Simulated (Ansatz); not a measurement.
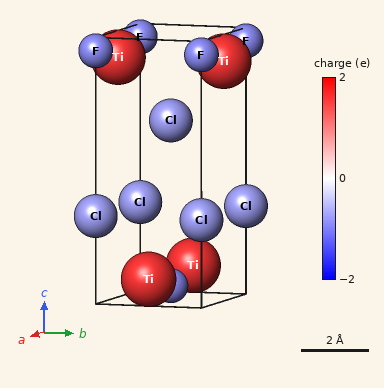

Shown here is a spheres-only view of the crystal, taken slightly off an axis. Thin lines show the simulation cell, with boundary atoms drawn in all their periodic places. The atoms of this TiClF cell are coloured by their Bader charge.

The numbers come from DFT, PAW plane waves, r2SCAN in Ansatz 0.2.0, using E_cut = 500 eV, k-point mesh 5×6×3, Gaussian smearing of 0.041 eV, collinear spins. The state is antiferromagnetic.

**Describe the charge distribution among the elements.**

Most positive: Ti; most negative: F. Charges: about Ti +1.6 e; Cl -0.7 e; F -0.9 e. The transfer is large, as in an ionic solid.

The structure is a generated cell, made by putting these elements into a known structure type (the compound may or may not exist in this form); no relaxation was done. Ansatz was used for an electronic-structure calculation on it.

At this level of theory the cell isn't at rest (compressed, at 8 GPa and forces up to 3.0 eV/Å), so its distances can differ from those at equilibrium, the more so the softer the solid, and its magnetic state may change on relaxation.
